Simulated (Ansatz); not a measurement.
Input

```
crystal:
  periodic: [false, false, false]
  atoms:
    - { symbol: B, position_ang: [-0.008511, 0.093454, 0.174494] }
    - { symbol: Cl, position_ang: [0.038165, 0.901629, 1.810593] }
    - { symbol: F, position_ang: [1.115416, -0.053536, -0.510299] }
    - { symbol: F, position_ang: [-1.180887, -0.136388, -0.3987] }
    - { symbol: P, position_ang: [0.185156, -2.914569, 0.995496] }
    - { symbol: H, position_ang: [-0.573671, -2.598612, -0.1798] }
    - { symbol: H, position_ang: [1.420661, -2.463725, 0.423909] }
    - { symbol: H, position_ang: [-0.081129, -1.664554, 1.630706] }
basis:
  gaussian: { orbitals: def2-SVP }
hamiltonian:
  xc: pbe
  dispersion: d4
relax:
  f_tol: 0.03
  max_steps: 50
output:
  orbitals: {}
```

Command:

```sh
ansatz run input.yaml --threads 2 --pin off --max-ram 3072MiB --backend cpu --events-out ev --progress --plain --runs-dir out
```

The fields are those of the run's last geometry, not of the input's.

The calculation used Ansatz 0.2.0, RKS PBE-D4/def2-SVP.

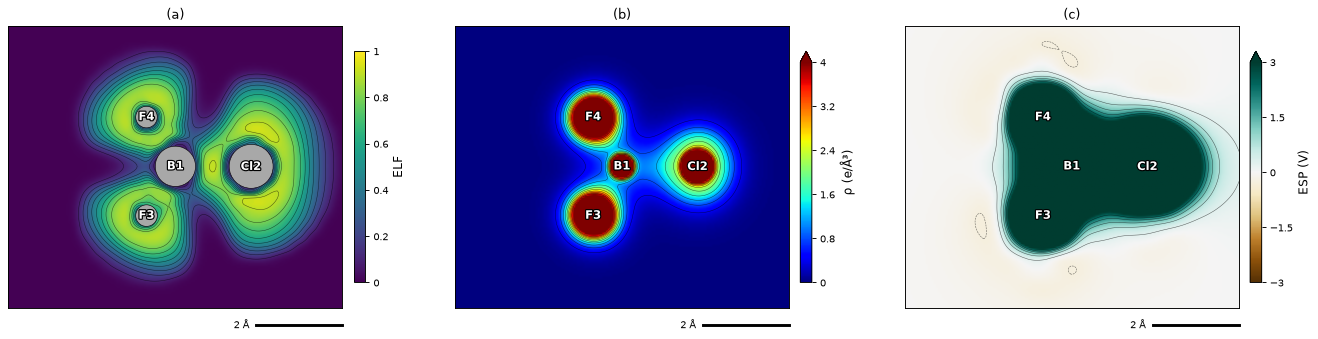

BClF2···PH3. (a) ELF; (b) total electron density; (c) electrostatic potential on the plane of atoms Cl2, B1 and F4. Grey discs cover the atomic cores in the ELF map.

Question: Interpret the plot.

Answer: Atoms in the plane: B, Cl and F. B–F (1.32 Å): ρ at the midpoint is about 2.2 e/Å³; the ELF peaks at about 0.85 between the atoms; a polar covalent bond. B–Cl (1.76 Å): the density is about 1.3 e/Å³ at the midpoint; the ELF peaks at about 0.90 between the atoms, as expected for a shared but strongly polarised pair. The ELF also peaks beside F3, Cl2 and F4, away from the bonds: lone-pair regions. The potential has no marked negative region in this plane.
